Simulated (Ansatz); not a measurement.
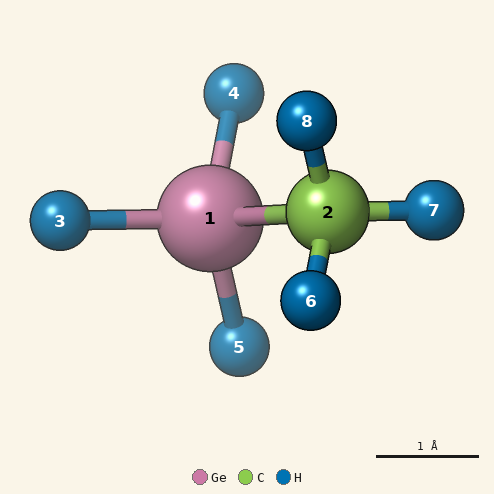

Orthographic view. Depth is shown by fading: the farther an atom, the more it takes the colour of the background. Computed geometry: PBE0-D4/def2-TZVP optimisation.

Write a Z-matrix (Å, degrees) in the order of the atom numbers, with these reference atoms: 2 to 1; 3 to 1, 2; 4 to 1, 3, 2; 5 to 1, 3, 4; 6 to 2, 1, 3; 7 to 2, 6, 1; 8 to 2, 7, 6.

```
Ge 
C    1   1.953
H    1   1.539   2   110.4
H    1   1.539   3   108.5   2  -121.1
H    1   1.539   3   108.5   4  -117.7
H    2   1.091   1   110.3   3    60.0
H    2   1.091   6   108.6   1  -121.0
H    2   1.091   7   108.6   6   118.0
```
